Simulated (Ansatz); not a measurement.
**CH5B− (SMILES [BH2-]C) at UCCSD(T)/STO-3G**

What is the vertical ionisation energy of CH5B− at UCCSD(T)/STO-3G? 

The results are computed with Ansatz 0.2.0.

2 further runs of the same task are left out: 2 set aside as unsound or not needed.

## (1) Starting point

CH5B−: 7 atoms, total charge -1, spin state doublet. SMILES: `[BH2-]C`. The shape is that of a GFN2-xTB optimisation.

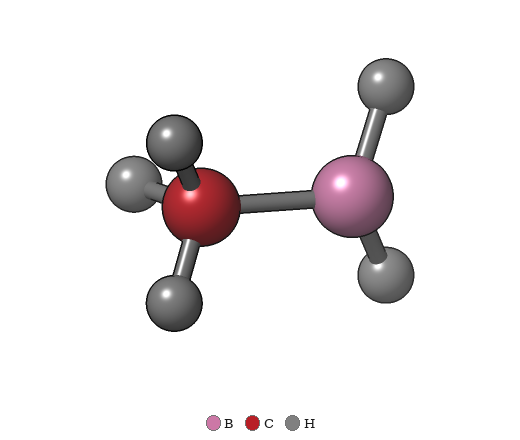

The structure, seen from a chosen angle (boron pink, carbon red, hydrogen grey).

## (2) A single-point energy at UCCSD(T)/STO-3G

File molecule.yaml:

```yaml
basis:
  gaussian:
    orbitals: STO-3G
crystal:
  periodic: [false, false, false]
  atoms:
    - symbol: B
      position_ang: [-0.367620, -0.876680, 0.296410]
    - symbol: C
      position_ang: [0.129860, 0.657930, -0.010930]
    - symbol: H
      position_ang: [0.566410, -1.652080, 0.572900]
    - symbol: H
      position_ang: [-1.111250, -1.340120, -0.587590]
    - symbol: H
      position_ang: [0.713810, 1.090030, 0.817870]
    - symbol: H
      position_ang: [0.779370, 0.770230, -0.909000]
    - symbol: H
      position_ang: [-0.710590, 1.350700, -0.179660]
total_charge: -1
magnetization:
  spin_polarized: true
  initial_magnetization: 1
correlation:
  method: ccsd_t
  frozen_orbitals: {B: 1, C: 1, H: 0}
accuracy: high
scf:
  omitted_lower_state_checks: [cluster_reference, increment]
```

Command:

```sh
$ ansatz run molecule.yaml --threads 1 --pin off --max-ram 2610MiB --events-out events.jsonl --progress --plain --runs-dir runs
```

The log of the run (excerpt; [...] marks lines left out):

```text
Warning: RAYON_NUM_THREADS=1 ignored (pool sized by the plan → 1); use --threads N
Functional definition: HF
  name "HF"
[...]
254 factors; integrals over basis functions are off by at most 1.4e-8 eV
[...]
mean field -1754.14751521 eV, -64.4637321801 hartree, gradient 1.1e-8 eV, S^2 0.757765; 0 other end points of the search recorded, 0 dependent functions left out
2 core orbitals not correlated: weight in the atoms' cores, before any rotation towards them, 1.000 or more for the frozen orbitals, at most 0.000 for the correlated occupied ones
reference -1754.14751521 eV, -64.4637321801 hartree; 7, 6 occupied and 6, 7 virtual orbitals, 254 factors
second order -2.27469352 eV of doubles, -0.00000000 eV of singles
cycle   1  -2.86776766 eV  change   -5.9e-1 eV  update   5.6e-2
[...]
cycle  21  -3.19429964 eV  change  -8.0e-10 eV  update  1.9e-10
perturbative correction -0.01557109 eV, -0.0005722270 hartree
Total energy: -1757.35738594 eV, -64.5816927537 hartree
Checks for a lower state left out: cluster_reference, increment
```

Run time: 0.2 s. Hardware: 1 thread of Arm Neoverse V1, shared host.

## (3) Singlet neutral CH5B, same level

File job.yaml:

```yaml
crystal:
  periodic: [false, false, false]
  atoms:
    - {symbol: B, position_ang: [-0.367620, -0.876680, 0.296410]}
    - {symbol: C, position_ang: [0.129860, 0.657930, -0.010930]}
    - {symbol: H, position_ang: [0.566410, -1.652080, 0.572900]}
    - {symbol: H, position_ang: [-1.111250, -1.340120, -0.587590]}
    - {symbol: H, position_ang: [0.713810, 1.090030, 0.817870]}
    - {symbol: H, position_ang: [0.779370, 0.770230, -0.909000]}
    - {symbol: H, position_ang: [-0.710590, 1.350700, -0.179660]}
basis:
  gaussian: {orbitals: STO-3G}
correlation: {method: ccsd_t, frozen_orbitals: {B: 1, C: 1, H: 0}}
magnetization: {spin_polarized: false, initial_magnetization: 0}
accuracy: high
scf: {omitted_lower_state_checks: [cluster_reference, increment]}
```

Command:

```sh
$ ansatz run job.yaml --threads 1 --pin off --max-ram 2610MiB --events-out events.jsonl --progress --plain --runs-dir runs
```

The log of the run (excerpt; [...] marks lines left out):

```text
Warning: RAYON_NUM_THREADS=1 ignored (pool sized by the plan → 1); use --threads N
[... 2 set-up lines as earlier in the session ...]
[...]
253 factors; integrals over basis functions are off by at most 1.4e-8 eV
[...]
mean field -1758.49857140 eV, -64.6236305460 hartree, gradient 9.7e-8 eV, S^2 0.000000; 0 other end points of the search recorded, 0 dependent functions left out
2 core orbitals not correlated: weight in the atoms' cores, before any rotation towards them, 1.000 or more for the frozen orbitals, at most 0.000 for the correlated occupied ones
reference -1758.49857140 eV, -64.6236305460 hartree; 6, 6 occupied and 7, 7 virtual orbitals, 253 factors
second order -2.50698324 eV of doubles, -0.00000000 eV of singles
cycle   1  -3.14222688 eV  change   -6.4e-1 eV  update   5.9e-2
[...]
cycle  18  -3.47342905 eV  change   3.0e-10 eV  update   1.4e-9
perturbative correction -0.02098582 eV, -0.0007712146 hartree
Total energy: -1761.99298627 eV, -64.7520479238 hartree
Checks for a lower state left out: cluster_reference, increment
```

Run time: 0.12 s. Hardware: 1 thread of Arm Neoverse V1, shared host.

## (4) Results

At UCCSD(T)/STO-3G, 2 core orbitals frozen:

| quantity | value |
| --- | --- |
| doublet CH5B−: total energy | -64.58169 Eh |
| doublet CH5B−: correlation energy (2 core orbitals frozen) | -118.0 mEh |
| doublet CH5B−: (T) correction | -0.57 mEh |
| doublet CH5B−: ⟨S²⟩ of the reference determinant | 0.758 |
| doublet CH5B−: T1 diagnostic | 0.005 |
| singlet neutral CH5B: total energy | -64.75205 Eh |
| singlet neutral CH5B: correlation energy (2 core orbitals frozen) | -128.4 mEh |
| singlet neutral CH5B: (T) correction | -0.77 mEh |
| singlet neutral CH5B: T1 diagnostic | 0.006 |
| vertical detachment energy (to the singlet neutral) | -4.636 eV |

**Reading.** The species is unbound against losing an electron at this level, by 4.64 eV (−447 kJ/mol); missing correlation or diffuse functions can give that sign where the real anion is bound. Only the singlet of the ionised species was computed; a triplet could lie lower. In a minimal basis such a difference can be off by several eV, whatever the method. The triples (doublet CH5B−) make up 0.5 % of the correlation energy. The triples (singlet neutral CH5B) make up 0.6 % of the correlation energy.
